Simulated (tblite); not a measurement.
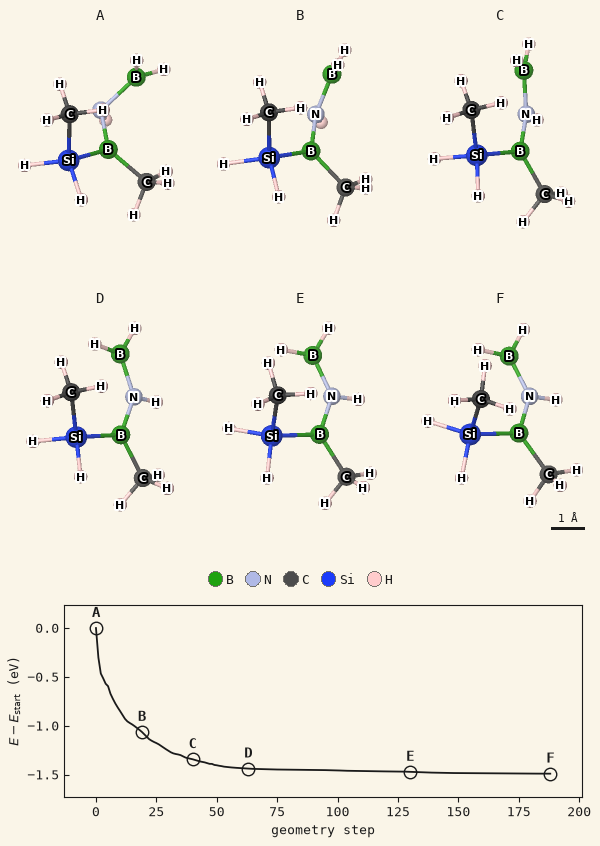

Frames of a relaxation of C₂H₁₁B₂NSi, marked on the history of the run. A ball-and-stick model, seen from a free direction.

The calculation used tblite 0.8.0, GFN2-xTB geometry optimisation, gas phase. 

What happens along the run?

Answer. After 188 geometry steps the energy has fallen by 1.490 eV. The largest move after the best rigid fit is that of an H atom, 1.96 Å. Largest moves by element: H 1.96 Å, N 0.90 Å, B 0.90 Å, C 0.38 Å, Si 0.35 Å. Some distances before and after: B–N 1.536 → 1.406 Å, B–N 1.522 → 1.420 Å, C–Si 1.862 → 1.911 Å, H–N 1.050 → 1.014 Å. Among the angles between lasting bonds that change: B–N–B 108.0° → 129.8°, B–N–H 107.0° → 115.2°, B–Si–H 109.0° → 116.5°. From step 0 to 19: an H atom moves most (0.84 Å), energy −1.063 eV. From step 19 to 40: an H atom moves most (0.66 Å), energy −0.280 eV. From step 40 to 63: an H atom moves most (0.79 Å), energy −0.095 eV. From step 63 to 130: H atoms move most (0.53 Å), energy −0.034 eV. From step 130 to 188: H atoms move most (0.55 Å), energy −0.018 eV.

```csv
step,"E − E(0), eV"
0,0.0000
1,-0.3020
2,-0.4652
3,-0.5153
4,-0.5694
5,-0.5947
6,-0.6723
7,-0.7241
8,-0.7715
9,-0.8125
10,-0.8504
19,-1.0629
29,-1.2405
38,-1.3316
47,-1.3897
57,-1.4286
66,-1.4418
76,-1.4479
85,-1.4501
94,-1.4532
104,-1.4606
113,-1.4648
122,-1.4674
132,-1.4738
141,-1.4805
151,-1.4841
160,-1.4859
169,-1.4876
179,-1.4889
188,-1.4902
```
